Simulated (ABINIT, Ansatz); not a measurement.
# LuAs (Fm-3m): from the cell to the phonon bands, part 3 of 4

How does LuAs (Fm-3m) vibrate, and is this structure a minimum?

ABINIT 10.8.3; DFT PBEsol, scalar-relativistic, plane waves, PseudoDojo norm-conserving pseudopotentials.

So far. Step 4 (Self-consistent run for the response): The cell stands at -0.51 GPa: the relaxation ran with a smoothed and higher cutoff, and the difference is a stress of the finite basis. Step 5 (Linear response at Γ): The acoustic modes at Γ come out as far as 1.6 cm⁻¹ from zero, where they should vanish, a small numerical error. The relaxed cell has a = 5.608 Å (conventional setting).

## 7. Interpolated phonon bands

anaddb transforms the dynamical matrices to force constants and back along the path; points of the mesh come back as solved, but for the sum rule and, in polar crystals, the LO-TO term at Γ; the rest is interpolation.

File anaddb.abi:

```
ddb_filepath "all_DDB"
output_file "anaddb.abo"
outdata_prefix "anaddb"
ifcflag 1
ngqpt 2 2 2
nqshft 1
q1shft 0.0 0.0 0.0
asr 1
chneut 0
dipdip 0
dipquad 0
quadquad 0
enunit 0
eivec 0
nph1l 62
qph1l 
    0.0 0.0 0.0 1.0
    0.05 0.0 0.05 1.0
    0.1 0.0 0.1 1.0
    0.15 0.0 0.15 1.0
    0.2 0.0 0.2 1.0
    0.25 0.0 0.25 1.0
    0.3 0.0 0.3 1.0
    0.35 0.0 0.35 1.0
    0.4 0.0 0.4 1.0
    0.45 0.0 0.45 1.0
    0.5 0.0 0.5 1.0
    0.5125 0.025 0.5125 1.0
    0.525 0.05 0.525 1.0
    0.5375 0.075 0.5375 1.0
    0.55 0.1 0.55 1.0
    0.5625 0.125 0.5625 1.0
    0.575 0.15 0.575 1.0
    0.5875 0.175 0.5875 1.0
    0.6 0.2 0.6 1.0
    0.6125 0.225 0.6125 1.0
    0.625 0.25 0.625 1.0
    0.375 0.375 0.75 1.0
    0.3375 0.3375 0.675 1.0
    0.3 0.3 0.6 1.0
    0.2625 0.2625 0.525 1.0
    0.225 0.225 0.45 1.0
    0.1875 0.1875 0.375 1.0
    0.15 0.15 0.3 1.0
    0.1125 0.1125 0.225 1.0
    0.075 0.075 0.15 1.0
    0.0375 0.0375 0.075 1.0
    0.0 0.0 0.0 1.0
    0.05 0.05 0.05 1.0
    0.1 0.1 0.1 1.0
    0.15 0.15 0.15 1.0
    0.2 0.2 0.2 1.0
    0.25 0.25 0.25 1.0
    0.3 0.3 0.3 1.0
    0.35 0.35 0.35 1.0
    0.4 0.4 0.4 1.0
    0.45 0.45 0.45 1.0
    0.5 0.5 0.5 1.0
    0.5 0.475 0.525 1.0
    0.5 0.45 0.55 1.0
    0.5 0.425 0.575 1.0
    0.5 0.4 0.6 1.0
    0.5 0.375 0.625 1.0
    0.5 0.35 0.65 1.0
    0.5 0.325 0.675 1.0
    0.5 0.3 0.7 1.0
    0.5 0.275 0.725 1.0
    0.5 0.25 0.75 1.0
    0.5 0.225 0.725 1.0
    0.5 0.2 0.7 1.0
    0.5 0.175 0.675 1.0
    0.5 0.15 0.65 1.0
    0.5 0.125 0.625 1.0
    0.5 0.1 0.6 1.0
    0.5 0.075 0.575 1.0
    0.5 0.05 0.55 1.0
    0.5 0.025 0.525 1.0
    0.5 0.0 0.5 1.0
```

File mrgddb.in:

```
all_DDB
merged
3
dfpt_gammao_DDB
dfpt_qo_DS1_DDB
dfpt_qo_DS2_DDB
```

Started as:

```
$ mrgddb < mrgddb.in > mrgddb.log
$ OMP_NUM_THREADS=1 anaddb anaddb.abi > anaddb.log
```

anaddb.abo, the main output file:

```text
[banners, grids, parts of the stress and lines that vanish by symmetry left out]
-outvars_anaddb: echo values of input variables ----------------------

 Flags :
[...]
Phonon wavevector (reduced coordinates) :  0.00000  0.00000  0.00000
 Phonon energies in Hartree :
[...]
Phonon frequencies in cm-1    :
-  0.000000E+00  0.000000E+00  0.000000E+00  1.773977E+02  1.773977E+02
-  1.773977E+02
[...]
Phonon wavevector (reduced coordinates) :  0.05000  0.00000  0.05000
 Phonon energies in Hartree :
[...]
Phonon frequencies in cm-1    :
-  1.578865E+01  1.578865E+01  2.904551E+01  1.768189E+02  1.777875E+02
-  1.777875E+02
[...]
Phonon wavevector (reduced coordinates) :  0.10000  0.00000  0.10000
 Phonon energies in Hartree :
[...]
Phonon frequencies in cm-1    :
-  3.060820E+01  3.060820E+01  5.654203E+01  1.751894E+02  1.788085E+02
-  1.788085E+02
[...]
Phonon wavevector (reduced coordinates) :  0.15000  0.00000  0.15000
 Phonon energies in Hartree :
[...]
Phonon frequencies in cm-1    :
-  4.362367E+01  4.362367E+01  8.076475E+01  1.729732E+02  1.800739E+02
-  1.800739E+02
[...]
Phonon wavevector (reduced coordinates) :  0.20000  0.00000  0.20000
 Phonon energies in Hartree :
[...]
Phonon frequencies in cm-1    :
-  5.424528E+01  5.424528E+01  9.947074E+01  1.714328E+02  1.811051E+02
-  1.811051E+02
  Phonon wavevector (reduced coordinates) :  0.25000  0.00000  0.25000
 Phonon energies in Hartree :
[...]
Phonon frequencies in cm-1    :
-  6.219987E+01  6.219987E+01  1.098193E+02  1.728596E+02  1.815098E+02
-  1.815098E+02
  Phonon wavevector (reduced coordinates) :  0.30000  0.00000  0.30000
 Phonon energies in Hartree :
[...]
Phonon frequencies in cm-1    :
-  6.755411E+01  6.755411E+01  1.106968E+02  1.784000E+02  1.811260E+02
-  1.811260E+02
  Phonon wavevector (reduced coordinates) :  0.35000  0.00000  0.35000
 Phonon energies in Hartree :
[...]
Phonon frequencies in cm-1    :
-  7.068501E+01  7.068501E+01  1.051008E+02  1.800862E+02  1.800862E+02
-  1.857966E+02
  Phonon wavevector (reduced coordinates) :  0.40000  0.00000  0.40000
 Phonon energies in Hartree :
[...]
Phonon frequencies in cm-1    :
-  7.219088E+01  7.219088E+01  9.728355E+01  1.787779E+02  1.787779E+02
-  1.923075E+02
  Phonon wavevector (reduced coordinates) :  0.45000  0.00000  0.45000
 Phonon energies in Hartree :
[...]
Phonon frequencies in cm-1    :
-  7.273693E+01  7.273693E+01  9.078108E+01  1.777057E+02  1.777057E+02
-  1.965453E+02
  Phonon wavevector (reduced coordinates) :  0.50000  0.00000  0.50000
 Phonon energies in Hartree :
[...]
Phonon frequencies in cm-1    :
-  7.285145E+01  7.285145E+01  8.825470E+01  1.772932E+02  1.772932E+02
-  1.979988E+02
  Phonon wavevector (reduced coordinates) :  0.51250  0.02500  0.51250
 Phonon energies in Hartree :
[...]
Phonon frequencies in cm-1    :
-  7.297632E+01  7.332475E+01  8.828621E+01  1.772414E+02  1.773755E+02
-  1.979892E+02
  Phonon wavevector (reduced coordinates) :  0.52500  0.05000  0.52500
 Phonon energies in Hartree :
[...]
Phonon frequencies in cm-1    :
-  7.334784E+01  7.471688E+01  8.837879E+01  1.770865E+02  1.776190E+02
-  1.979600E+02
  Phonon wavevector (reduced coordinates) :  0.53750  0.07500  0.53750
 Phonon energies in Hartree :
[...]
Phonon frequencies in cm-1    :
-  7.395693E+01  7.694964E+01  8.852658E+01  1.768292E+02  1.780139E+02
-  1.979102E+02
[...]
Phonon wavevector (reduced coordinates) :  0.50000  0.47500  0.52500
 Phonon energies in Hartree :
[...]
Phonon frequencies in cm-1    :
-  9.693758E+01  9.704862E+01  1.473582E+02  1.692948E+02  1.705062E+02
-  1.996042E+02
  Phonon wavevector (reduced coordinates) :  0.50000  0.45000  0.55000
 Phonon energies in Hartree :
[...]
Phonon frequencies in cm-1    :
-  9.605306E+01  9.646443E+01  1.435105E+02  1.693160E+02  1.734077E+02
-  1.988666E+02
  Phonon wavevector (reduced coordinates) :  0.50000  0.42500  0.57500
 Phonon energies in Hartree :
[...]
Phonon frequencies in cm-1    :
-  9.470232E+01  9.551419E+01  1.384510E+02  1.693131E+02  1.769168E+02
-  1.977591E+02
  Phonon wavevector (reduced coordinates) :  0.50000  0.40000  0.60000
 Phonon energies in Hartree :
[...]
Phonon frequencies in cm-1    :
-  9.305771E+01  9.424895E+01  1.328072E+02  1.692298E+02  1.804608E+02
-  1.964493E+02
  Phonon wavevector (reduced coordinates) :  0.50000  0.37500  0.62500
 Phonon energies in Hartree :
[...]
Phonon frequencies in cm-1    :
-  9.133460E+01  9.276125E+01  1.269590E+02  1.690035E+02  1.837596E+02
-  1.951340E+02
  Phonon wavevector (reduced coordinates) :  0.50000  0.35000  0.65000
 Phonon energies in Hartree :
[...]
Phonon frequencies in cm-1    :
-  8.976275E+01  9.118749E+01  1.212346E+02  1.686003E+02  1.866484E+02
-  1.939926E+02
[...]
Phonon wavevector (reduced coordinates) :  0.50000  0.02500  0.52500
 Phonon energies in Hartree :
[...]
Phonon frequencies in cm-1    :
-  7.314218E+01  7.374946E+01  8.831700E+01  1.771088E+02  1.775383E+02
-  1.979790E+02
  Phonon wavevector (reduced coordinates) :  0.50000  0.00000  0.50000
 Phonon energies in Hartree :
[...]
Phonon frequencies in cm-1    :
-  7.285145E+01  7.285145E+01  8.825470E+01  1.772932E+02  1.772932E+02
-  1.979988E+02
-
```

Run time: 0.54 s. Hardware: 1 thread of Arm Neoverse V2, shared host.

This step gave:

```
lowest frequency on the path : 0 cm⁻¹
```

Anaddb. Phonon branches along the path, in cm⁻¹:

| point | branch 1 | branch 2 | branch 3 | branch 4 | branch 5 | branch 6 |
| --- | --- | --- | --- | --- | --- | --- |
| Γ | 0 | 0 | 0 | 177 | 177 | 177 |
| X | 73 | 73 | 88 | 177 | 177 | 198 |
| U | 83 | 90 | 105 | 172 | 183 | 197 |
| jump to K | 83 | 90 | 105 | 172 | 183 | 197 |
| Γ | 0 | 0 | 0 | 177 | 177 | 177 |
| L | 97 | 97 | 149 | 169 | 169 | 200 |
| W | 87 | 87 | 108 | 167 | 192 | 192 |
| X | 73 | 73 | 88 | 177 | 177 | 198 |

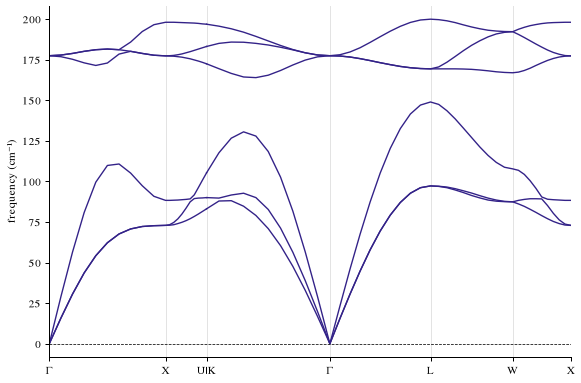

Phonon branches along the path.

All branches are real along the path.

## 8. Density of states

Sums over the zone need many more wavevectors than were solved, so the interpolation is sampled on a dense mesh.

File anaddb.abi:

```
ddb_filepath "all_DDB"
output_file "anaddb.abo"
outdata_prefix "anaddb"
ifcflag 1
ngqpt 2 2 2
nqshft 1
q1shft 0.0 0.0 0.0
asr 1
chneut 0
dipdip 0
dipquad 0
quadquad 0
prtdos 2
ng2qpt 14 14 14
dosdeltae 4.5563e-06
ntemper 11
temperinc 100.0
tempermin 0.0
```

Started as:

```
$ OMP_NUM_THREADS=1 anaddb anaddb.abi > anaddb.log
```

anaddb.abo, the main output file:

```text
-outvars_anaddb: echo values of input variables ----------------------

 Flags :
     ifcflag         1
 Miscellaneous information :
         asr         1
      chneut         0
 Interatomic Force Constants Inputs :
      dipdip         0
     dipquad         0
    quadquad         0
      ifcana         0
      ifcout         0
 Description of grid 1 :
        brav         1
       ngqpt         2         2         2
      nqshft         1
      q1shft
                     0.00000000E+00  0.00000000E+00  0.00000000E+00
 Phonon DOS information :
   dosdeltae  4.55630000E-06
    dossmear  4.55633525E-06
 Description of grid 2 (Fourier interp. or BZ sampling):
      ng2qpt        14        14        14
      ngrids         4
      q2shft         0.00000000E+00  0.00000000E+00  0.00000000E+00

================================================================================

 read the DDB information and perform some checks

  ==== Info on the Cryst% object ====
 Real(R)+Recip(G) space primitive vectors, cartesian coordinates (Bohr,Bohr^-1):
 R(1)=  0.0000000  5.2984224  5.2984224  G(1)= -0.0943677  0.0943677  0.0943677
 R(2)=  5.2984224  0.0000000  5.2984224  G(2)=  0.0943677 -0.0943677  0.0943677
 R(3)=  5.2984224  5.2984224  0.0000000  G(3)=  0.0943677  0.0943677 -0.0943677
 Unit cell volume ucvol=  2.9748819E+02 bohr^3
 Angles (23,13,12)=  6.00000000E+01  6.00000000E+01  6.00000000E+01 degrees
 Time-reversal symmetry is present
 Reduced atomic positions [iatom, xred, symbol]:
    1)    0.5000000  0.5000000  0.5000000  Lu
    2)    0.0000000  0.0000000  0.0000000  As

 DDB file with 3 blocks has been read.

================================================================================

 Calculation of the interatomic forces

       Homogeneous q point set in the B.Z.
 Grid q points  :        8
  1)   0.00000000E+00  0.00000000E+00  0.00000000E+00
  2)   5.00000000E-01  0.00000000E+00  0.00000000E+00
  3)   0.00000000E+00  5.00000000E-01  0.00000000E+00
  4)   5.00000000E-01  5.00000000E-01  0.00000000E+00
  5)   0.00000000E+00  0.00000000E+00  5.00000000E-01
  6)   5.00000000E-01  0.00000000E+00  5.00000000E-01
  7)   0.00000000E+00  5.00000000E-01  5.00000000E-01
  8)   5.00000000E-01  5.00000000E-01  5.00000000E-01

 The interatomic forces have been obtained

================================================================================

 Calculation of phonon density of states

 Average speed of sound partial sums:     0.1493572289E-02 (at units)
-                                   =           3.2675 [km/s]

 Debye frequency from partial sums:     0.8720739761E-03 (Ha)
-                                 =     0.5737971118E+01 (THz)
-Debye temperature from partial sums:     0.2753791814E+03 (K)

 Average speed of sound:     0.1725189386E-02 (at units)
-                      =           3.7742 [km/s]

 Debye frequency from DOS:     0.1007311651E-02 (Ha)
-                        =     0.6627792271E+01 (THz)
-Debye temperature from DOS:     0.3180838615E+03 (K)

-
```

Wall time 0.64 s (1 thread).

Read from the output:

- share of modes beyond 3i cm⁻¹ on the dense interpolated mesh: 0
- zero-point energy per atom: 25.44 meV
- heat capacity at 300 K: 23.98 J/(mol atoms K)
- vibrational entropy at 300 K: 37.68 J/(mol atoms K)

The phonon density of states has structure finer than the step of the table below, so its rows give means over 20 cm⁻¹, whole bins alone (the curve runs from -30 to 230 cm⁻¹). Peaks (cm⁻¹: height): 90.0: 0.200, 169.0: 0.173, 181.0: 0.131, 195.0: 0.138.

Tetrahedra. The phonon density of states by wavenumber; means over each step:

| wavenumber (cm⁻¹) | phonon density of states (1/cm⁻¹/cell) |
| --- | --- |
| 0 | 9.0e-6 |
| 20 | 5.0e-4 |
| 40 | 0.00287 |
| 60 | 0.0104 |
| 80 | 0.0634 |
| 100 | 0.0406 |
| 120 | 0.0267 |
| 140 | 0.00682 |
| 160 | 0.0235 |
| 180 | 0.0899 |
| 200 | 0.0359 |
| 220 | 0 |

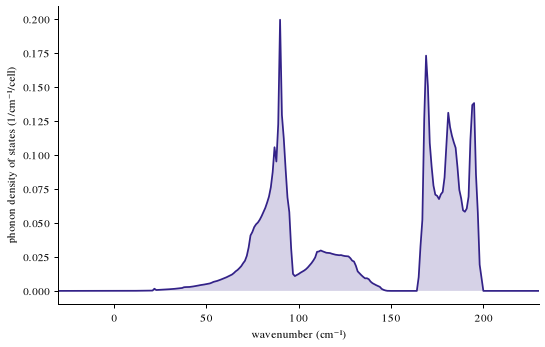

Phonon density of states against wavenumber.

Harmonic thermodynamic functions per atom, summed over the density of states scaled to three modes an atom; melting is ignored. Thermodynamic functions:

| T (K) | F_vib (meV/atom) | S (J/mol-atom/K) | C_V (J/mol-atom/K) |
| --- | --- | --- | --- |
| 0 | 25.44 | 0 | 0 |
| 50 | 24.83 | 4.214 | 9.069 |
| 100 | 20.17 | 13.72 | 18.03 |
| 200 | -2.12 | 28.16 | 22.85 |
| 300 | -36.53 | 37.68 | 23.98 |
| 400 | -79.36 | 44.65 | 24.39 |
| 500 | -128.6 | 50.11 | 24.59 |
| 600 | -182.9 | 54.6 | 24.7 |
| 700 | -241.5 | 58.42 | 24.76 |
| 800 | -303.8 | 61.73 | 24.8 |
| 900 | -369.3 | 64.65 | 24.83 |
| 1000 | -437.7 | 67.27 | 24.85 |

At 300 K the heat capacity has reached 96 % of the Dulong-Petit value.

(Part 3 of 4 ends here.)

[Host names and launcher messages were left out of these logs when they were recorded.]

[Logs are printed without paths, hosts, clocks, repeated set-up lines and the standing remarks that a program may print on its own settings, such as how far it seeks lower states.]

[Hosts, paths, dates, database ids (printed as entryN), source tags and the programs' standing remarks are cut or masked in the printed files.]
